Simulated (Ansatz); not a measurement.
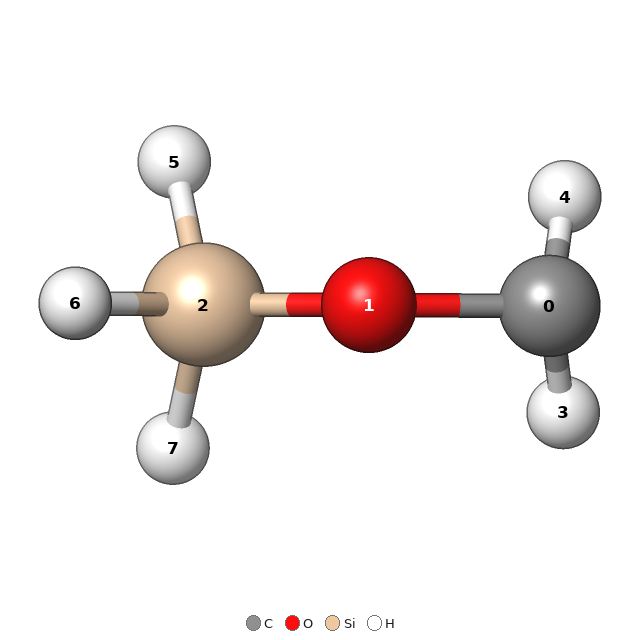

Starting geometry of the run. Atoms are numbered from 0, in the order of the input.

Input file:

```yaml
crystal:
  periodic: [false, false, false]
  atoms:
    - {symbol: C, position_ang: [-0.358810, 0.958330, -1.500610]}
    - {symbol: O, position_ang: [0.569030, 0.193850, -0.586910]}
    - {symbol: Si, position_ang: [0.452300, -0.569810, 0.778660]}
    - {symbol: H, position_ang: [-1.219010, 0.246450, -1.668980]}
    - {symbol: H, position_ang: [-0.818460, 1.737850, -0.825060]}
    - {symbol: H, position_ang: [0.022890, 0.234620, 1.954050]}
    - {symbol: H, position_ang: [1.819510, -1.062880, 1.043270]}
    - {symbol: H, position_ang: [-0.467450, -1.738420, 0.805580]}
basis:
  gaussian: {orbitals: def2-TZVPD}
total_charge: -1
hamiltonian: {xc: pbe0, dispersion: d4}
relax: {f_tol: 0.005, max_steps: 200}
```

Command:

```sh
ansatz run in.yaml --threads 2 --pin off --events-out ev --progress --plain --max-ram 4352MiB
```

Output (its end):

```
909 factors; their error is unknown
mean field -11036.58514703 eV, -405.5870232871 hartree, gradient 5.4e-5 eV, S^2 0.000000; 1 other end points of the search recorded, 0 dependent functions left out
the calculation of the forces begins
reference -11036.58518855 eV, -405.5870248132 hartree; 17, 17 occupied and 148, 148 virtual orbitals, 909 factors
Total energy: -11036.72176910 eV, -405.5920440557 hartree
Atom 0 at    -0.430106     0.872796    -1.314415 Å, force    -0.001399    -0.000571     0.000111 eV/Å
Atom 1 at     0.842492     0.239726    -0.783693 Å, force     0.000593     0.000144     0.000066 eV/Å
Atom 2 at     0.452206    -0.470691     0.611641 Å, force    -0.001860    -0.000649     0.001789 eV/Å
Atom 3 at    -1.174342     0.051046    -1.377674 Å, force     0.000143    -0.000032    -0.000764 eV/Å
Atom 4 at    -0.791541     1.547842    -0.510193 Å, force     0.000376     0.000657     0.000282 eV/Å
Atom 5 at    -0.038062     0.459652     1.680776 Å, force     0.000599     0.000125    -0.000988 eV/Å
Atom 6 at     1.696467    -1.126160     1.193526 Å, force     0.000997    -0.000325     0.000229 eV/Å
Atom 7 at    -0.557114    -1.574222     0.500033 Å, force     0.000550     0.000652    -0.000725 eV/Å
Dipole moment:     0.179530    -0.543014     0.856952 e Å
```
